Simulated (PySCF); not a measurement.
**H$_{6}$O$_{2}$SSi$_{2}$, SMILES `O[SiH2]O[SiH2]S`: what the electrons do**

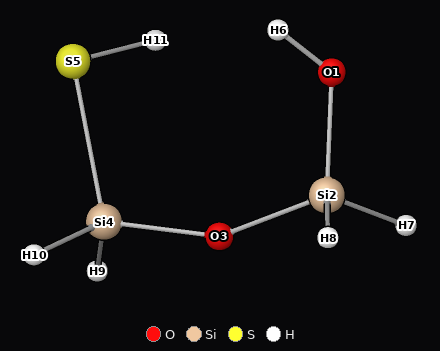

The molecule, with its atoms numbered as below. No frequency check shows the geometry to be a minimum.

Coordinates in Å:

```
O1       1.7095    1.4065    0.0036
Si2      1.9191   -0.1961    0.0010
O3       0.4821   -0.9767   -0.0785
Si4     -1.1191   -1.0489    0.0296
S5      -1.9140    0.9530    0.0301
H6       1.0975    1.8511    0.5873
H7       2.5845   -0.4540   -1.2607
H8       2.5243   -0.6905    1.2299
H9      -1.5782   -1.7487   -1.1575
H10     -1.4996   -1.5851    1.3224
H11     -1.2378    1.3713   -1.0308
```

## 1. Excited states

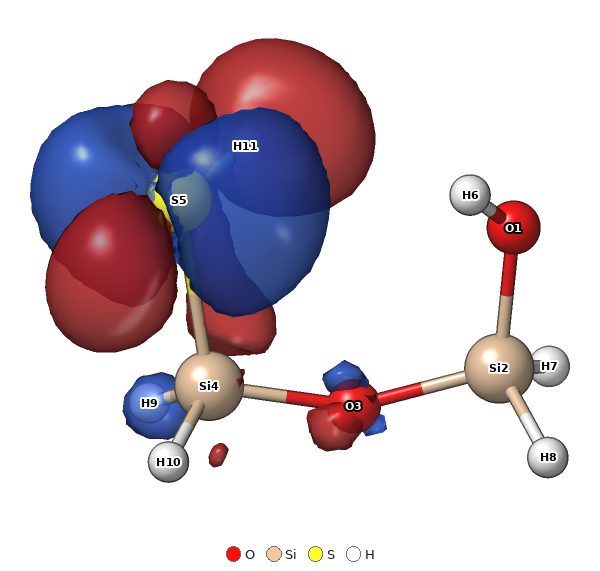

Unrelaxed difference density of S₁ less the ground state (TDA singlet states), ±0.02 e/Å³; red: gain, blue: loss.

Level of theory: B3LYP/6-311G** (PySCF), at a geometry from GFN2-xTB. Without diffuse functions Rydberg states are missing, so the states' numbers hold for this basis only.

Question: How does the charge move on excitation?

Answer: 0.75 e is displaced in all, of which about 0.4 e passes between atoms: S5 (0.40 e) loses electrons and H11 (0.20 e) and Si4 (0.09 e) gain them. The state: 6.31 eV (197 nm), f = 0.010; the leading pair carries 100 %; hole on S5 (81 %) and Si4 (8 %), electron on S5 (41 %), H11 (24 %) and Si4 (17 %); their centroids lie 0.5 Å apart.

## 2. Localised orbitals

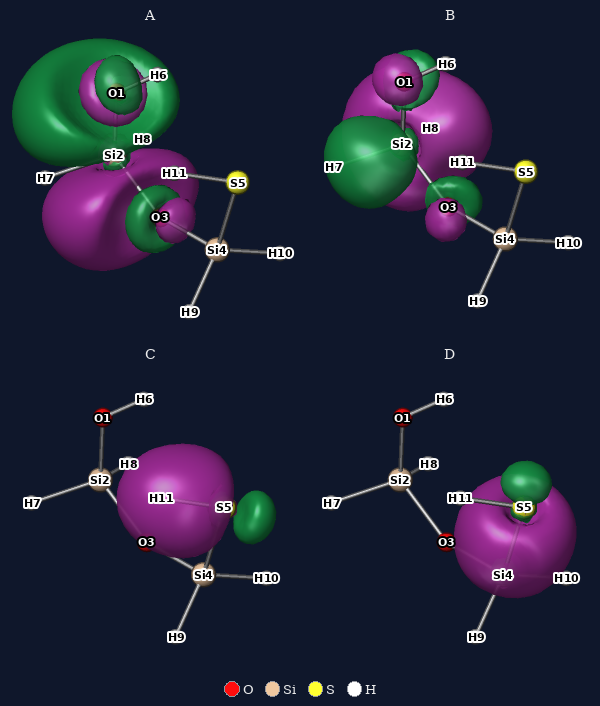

Intrinsic bond orbitals (IBO), occupied and valence-virtual; each surface holds about 85 % of the orbital's density. Energies are diagonal elements of the Fock matrix.

Computed with PySCF, BLYP/cc-pVTZ, geometry: GFN2-xTB.

Question: Identify each orbital.

Answer: By panel:
- A: σ* orbital Si2–O1, mostly on Si2 (Si2 79 %, O1 12 %, O3 9 %; 3.8 eV)
- B: σ* orbital Si2–H8 (Si2 53 %, H8 40 %, O1 4 %; 5.5 eV)
- C: σ bond S5–H11 (S5 55 %, H11 44 %; −13.0 eV)
- D: σ bond S5–Si4 (S5 67 %, Si4 32 %; −12.0 eV)

Question: How do all the valence pairs divide up?

Answer: 16 pairs: 10 σ bonds and 6 lone pairs.

## 3. Stretching a bond

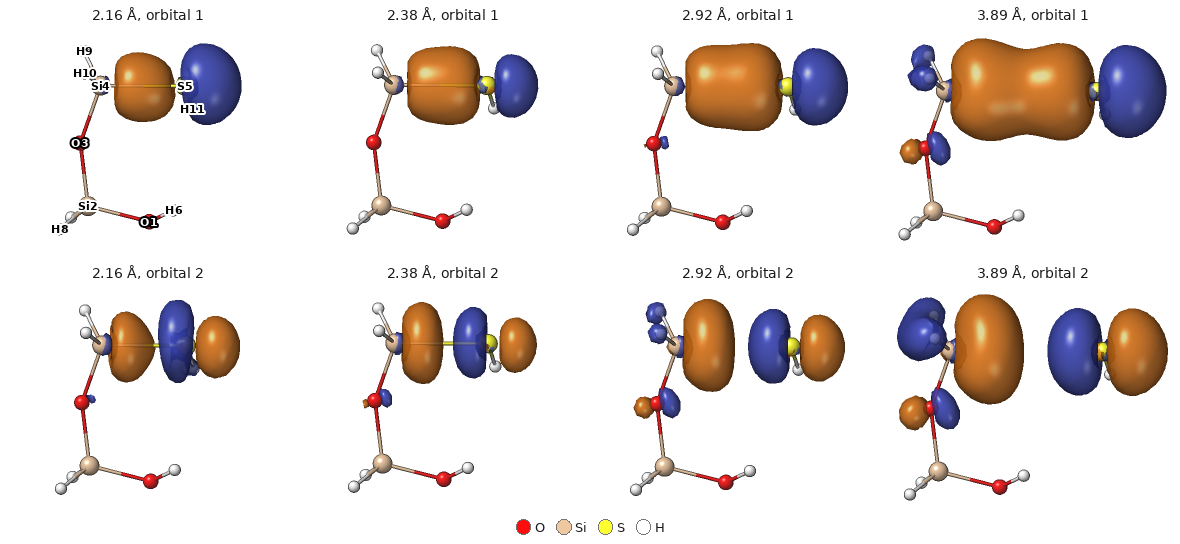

Rigid stretch of the Si4–S5 bond. The two CASSCF(2,2) natural orbitals nearest half filling (orbital 1 the more occupied).

Computed with PySCF, 6-31G* basis, geometry: GFN2-xTB.

Question: How do the occupations change along the stretch?

Answer: 2.16 Å: 1.98 and 0.02; 2.38 Å: 1.97 and 0.03; 2.92 Å: 1.91 and 0.09; 3.89 Å: 1.54 and 0.46. At the longest distance computed (6.05 Å) they are 1.02 and 0.98, and the effective number of unpaired electrons is 2.0.

Question: Where does the UHF solution part from RHF?

Answer: Between 2.92 Å (⟨S²⟩ = 0, the two coincide) and 3.35 Å (⟨S²⟩ = 0.69); at 6.05 Å ⟨S²⟩ is 1.01 and UHF lies 3.6 eV below RHF.

Question: How much energy does the stretch cost?

Answer: By CASSCF, 3.4 eV from the lowest point of the scan (2.16 Å) to 6.05 Å; RHF gives 6.6 eV from its own lowest point. The fragments aren't relaxed and dynamic correlation is missing, so this isn't a bond dissociation energy.

The PySCF runs shown took 6.4 min, 93 s and 13 min on 1 thread of AMD EPYC 7571 (shared host).
